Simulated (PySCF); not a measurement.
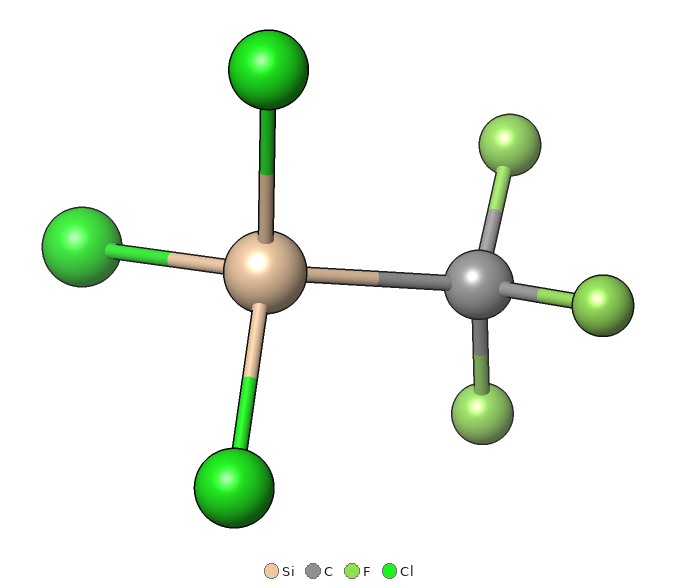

Computed geometry: PBE0-D3(BJ)/def2-SVP optimisation. No frequency run is at hand to confirm it as a minimum.

Give the structural formula.

SMILES: FC(F)(F)[Si](Cl)(Cl)Cl

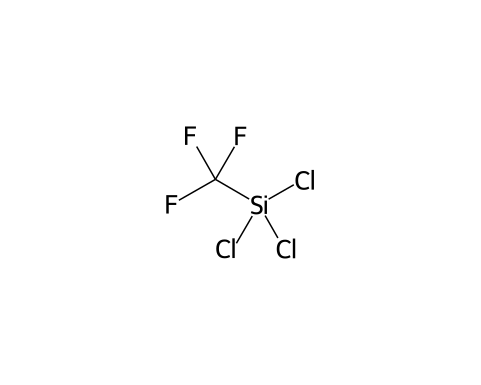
